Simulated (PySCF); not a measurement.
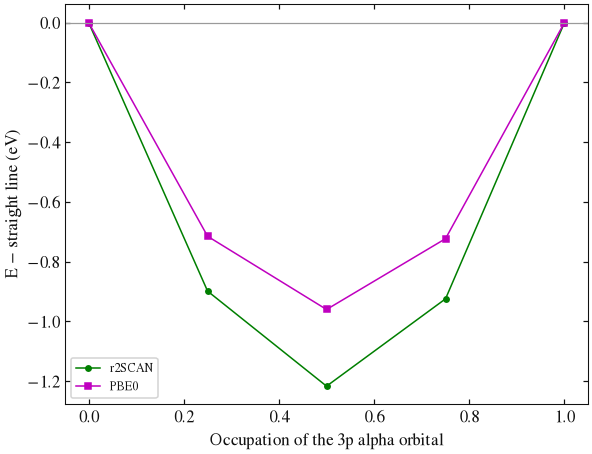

One 3p alpha orbital of S⁺ ([Ne] 3s² 3p³) is emptied in steps. The plot gives the energy less the straight line between the integer ends. PySCF, def2-SVP, non-relativistic, unrestricted single determinants, no spin-orbit coupling.

Q: What do the curves say about each method?

A: r2SCAN: convex (delocalisation error), largest departure −1.2 eV, removal energy 23.59 eV; PBE0: convex (delocalisation error), largest departure −0.96 eV, removal energy 23.44 eV. The measured removal energy is 23.34 eV. The exact energy is a straight line between whole electron numbers.
